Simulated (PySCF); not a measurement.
# SF₂: structure of the triplet

Where does triplet SF₂ go from a bent start, is the end point a minimum, and what are its modes, charges and moments?

The runs use PySCF 2.14.0; PBE0, basis S def2-TZVP, F def2-TZVP, no relativity, density fitting.

### 1 The starting structure

3 atoms, charge 0, spin multiplicity 3.

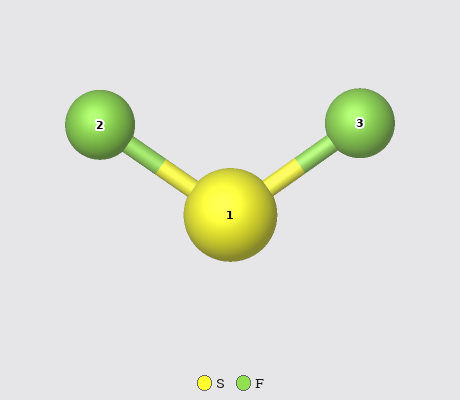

The starting geometry (sulfur yellow, fluorine green); atoms are numbered from 1 in the order of the file.

Z-matrix (Å, degrees; charge 0 multiplicity 3):
```
S
F  1 1.6700
F  1 1.6700 2 110.00
```

### 2 Finding the electronic state

One driver script runs all steps and calls PySCF; scf.py shows how it sets up the SCF of each step. The optimiser is the driver's own. After this first run the driver tries any further starts and a stability analysis.

Contents of scf.py:

```python
from pyscf import gto, scf, dft
mol = gto.M(atom='''
S      0.000000     0.000000     0.000000
F      1.368000     0.000000     0.957900
F     -1.368000     0.000000     0.957900''',
    basis={'S': 'def2-TZVP', 'F': 'def2-TZVP'},
    charge=0, spin=2)
mf = dft.UKS(mol, xc='PBE0')
mf.grids.atom_grid = (50, 194)
aux = {'S': 'def2-universal-JKFIT', 'F': 'def2-universal-JKFIT'}
mf = mf.density_fit(auxbasis=aux)
mf.conv_tol = 1e-08
mf.diis_space = 10
mf.max_cycle = 60
mf.init_guess = 'minao'
mf.verbose = 4
mf.kernel()
```

Started as:

```console
$ OMP_NUM_THREADS=4 python axn.py task.json out
```

The log of the run:

```text
init E= -597.747447216823
[... the frontier-level lines of each cycle are left out ...]
cycle= 1 E= -597.411602067643  delta_E= 0.336  |g|= 0.517  |ddm|= 1.48
cycle= 2 E= -597.048910072833  delta_E= 0.363  |g|= 1.16  |ddm|= 0.847
cycle= 3 E= -597.508890881812  delta_E= -0.46  |g|= 0.0323  |ddm|= 0.53
cycle= 4 E= -597.50938884528  delta_E= -0.000498  |g|= 0.0163  |ddm|= 0.0405
cycle= 5 E= -597.509499621573  delta_E= -0.000111  |g|= 0.00272  |ddm|= 0.0254
cycle= 6 E= -597.509509747781  delta_E= -1.01e-05  |g|= 0.00117  |ddm|= 0.00546
cycle= 7 E= -597.509510851198  delta_E= -1.1e-06  |g|= 0.000217  |ddm|= 0.00176
cycle= 8 E= -597.509510905119  delta_E= -5.39e-08  |g|= 8.35e-05  |ddm|= 0.000435
cycle= 9 E= -597.509510908508  delta_E= -3.39e-09  |g|= 9.03e-06  |ddm|= 9.87e-05
Extra cycle  E= -597.509510908573  delta_E= -6.56e-11  |g|= 4.82e-06  |ddm|= 1.56e-05
converged SCF energy = -597.509510908573  <S^2> = 2.0052509  2S+1 = 3.0034986
```

This step, with its further starts and checks, ran for 5.9 s (4 threads of Arm Neoverse V1, shared host).

Energies from each starting density:

| start | energy (Eh) |
| --- | --- |
| the minimal-basis guess | -597.509511 |
| a thermally smeared density | -597.509511 |
| a smeared PBE density | -597.509511 |

No lower solution of this spin turned up from the other starts or in the test of internal stability.

### 3 Bent start, triplet: relaxation

The program finds C2v symmetry in the start, which this walk keeps. The walk stops when the largest gradient is under 0.0003 Eh/bohr and the energy has settled too.

Edit scf.py of step 2 so:

```diff
@@ -3,3 +3,3 @@
-S      0.000000     0.000000     0.000000
-F      1.368000     0.000000     0.957900
-F     -1.368000     0.000000     0.957900''',
+S      0.000000     0.000000    -0.520190
+F      1.368000     0.000000     0.437710
+F     -1.368000     0.000000     0.437710''',
@@ -15 +14,0 @@
-mf.init_guess = 'minao'
```

The optimiser's trace:

| step | energy (Eh) | change (kJ/mol) | largest symmetric gradient (Eh/bohr) |
| --- | --- | --- | --- |
| 0 | -597.509511 | 0.00 | 0.03694 |
| 1 | -597.543198 | -88.44 | 0.04764 |
| 2 | -597.556191 | -122.56 | 0.02607 |
| 3 | -597.559895 | -132.28 | 0.01076 |
| 4 | -597.560787 | -134.62 | 0.00201 |
| 5 | -597.560822 | -134.72 | 0.00033 |
| 6 | -597.560824 | -134.72 | 0.00005 |

The walk took 6.2 s.

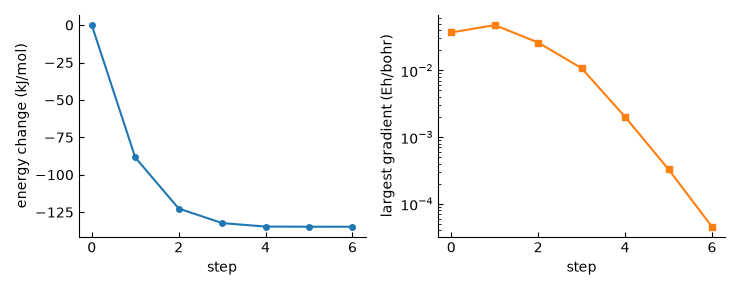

Energy and largest gradient along the walk.

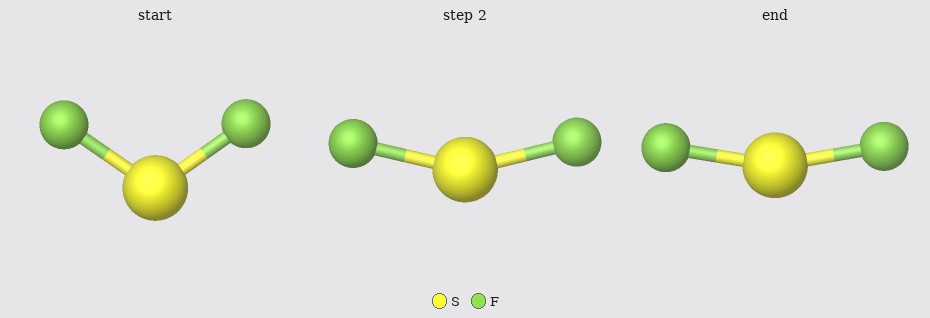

Start and end of the relaxation, with a step between.

End point (C2v, 6 steps, 134.7 kJ/mol gained): S–F 1.662 Å (×2); F–S–F 161.0°.

### 4 Vibrations and properties at this point

On the finer grid the gradient is checked again; gradients at displacements of ±0.02 bohr then give force constants and infrared intensities.

Edit scf.py of step 3 so:

```diff
@@ -3,3 +3,3 @@
-S      0.000000     0.000000    -0.520190
-F      1.368000     0.000000     0.437710
-F     -1.368000     0.000000     0.437710''',
+S      0.000000     0.000000    -0.148486
+F      1.639183     0.000000     0.125236
+F     -1.639183     0.000000     0.125236''',
@@ -9 +9 @@
-mf.grids.atom_grid = (50, 194)
+mf.grids.atom_grid = (75, 302)
@@ -12 +12 @@
-mf.conv_tol = 1e-08
+mf.conv_tol = 1e-10
```

This SCF starts from the last density.

SCF at the final geometry:

```text
init E= -597.56080053609
[... the frontier-level lines of each cycle are left out ...]
cycle= 1 E= -597.56080053609  delta_E= 2.27e-13  |g|= 1.63e-06  |ddm|= 1.19e-06
Extra cycle  E= -597.560800536085  delta_E= 4.32e-12  |g|= 3.52e-06  |ddm|= 2.41e-06
converged SCF energy = -597.560800536085  <S^2> = 2.0043617  2S+1 = 3.0029064
```

The whole step took 15 s.

Geometry: C2v; S–F 1.662 Å (×2); F–S–F 161.0°.

Modes, for the most abundant isotopes:

| symmetry | ω (cm⁻¹) | IR (km/mol) |
| --- | --- | --- |
| a1 | 217 | 6.6 |
| a1 | 613 | 6.9 |
| b2 | 718 | 491 |

Every mode is real; the point is a minimum.

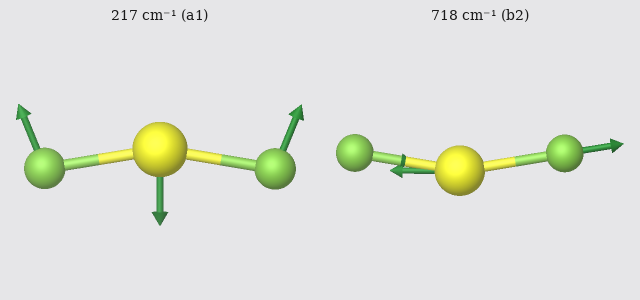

How the atoms move in 2 of the modes.

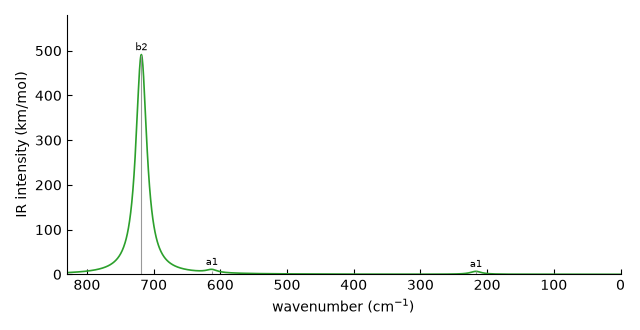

The harmonic infrared spectrum (widths in cm⁻¹). Lines are broadened to a width of 20 cm⁻¹ (Lorentzian).

Properties at this point:

```yaml
Dipole_moment: 0.35 D
Highest_occupied_level: -8.55 eV
Lowest_empty_level: -4.48 eV
Rotational_constants: 12.96, 0.1651, 0.163 cm⁻¹
Zero-point_energy: 9.3 kJ/mol
Principal_polarisabilities: 14.4, 14.6, 33.4 bohr³
Atomisation_energy_without_zero-point_energy: 616 kJ/mol
Principal_traceless_quadrupole_moments_about_the_centre_of_mass: -5.67, 2.60, 3.07 D Å
Entropy_at_298.15_K_and_1_bar_electronic_part_spin_only: 264.6 J/(mol K)
Heat_capacity_Cp_at_298.15_K: 48.4 J/(mol K)
Enthalpy_at_298.15_K_above_0_K: 12.00 kJ/mol
Rotational_symmetry_number: 2
Spin_squared_⟨S²⟩: 2.004
```

Charges (e) and bond orders:

```csv
atom,Mulliken,Löwdin,polar tensor,spin (Mulliken),Mayer order to S1
S1,0.49,0.45,1.21,1.61,–
"F2,3",-0.25,-0.23,-0.61,0.19,0.95
```

Outer orbital energies (eV). α occupied: -16.09, -14.21, -14.16, -13.15, -13.10, -11.15, -8.93, -8.55; empty: 1.13, 6.58, 6.61, 7.17. β occupied: -33.41, -19.86, -15.64, -13.04, -12.98, -12.25, -12.23, -10.17; empty: -4.48, -4.03, 1.75, 7.62.

Mulliken populations on S1: s 6.04, p 9.07, d 0.35, f 0.05.

### 5 Summary of results

```
                                          quantity                           value
                                           minimum                    triplet, C2v
                                          geometry  S–F 1.662 Å (×2); F–S–F 161.0°
                                wavenumbers (cm⁻¹)    217 (a1), 613 (a1), 718 (b2)
                                     dipole moment                          0.35 D
highest occupied, lowest empty level (either spin)                 -8.55, -4.48 eV
                         polar-tensor charge of S1                         +1.21 e
                                 zero-point energy                      9.3 kJ/mol
                               entropy at 298.15 K                 264.6 J/(mol K)
         atomisation energy (no zero-point energy)                      616 kJ/mol
                                              ⟨S²⟩                           2.004
```

The molecule stays C2v, as typed, and the end point is a minimum. The strongest infrared band lies at 718 cm⁻¹ (b2, stretch). Most of the spin sits on S1 (Mulliken spin 1.61, against 2 for the whole molecule). Only this shape and spin were tried, so other structures or states may lie lower.

The search up to here took 27 s.
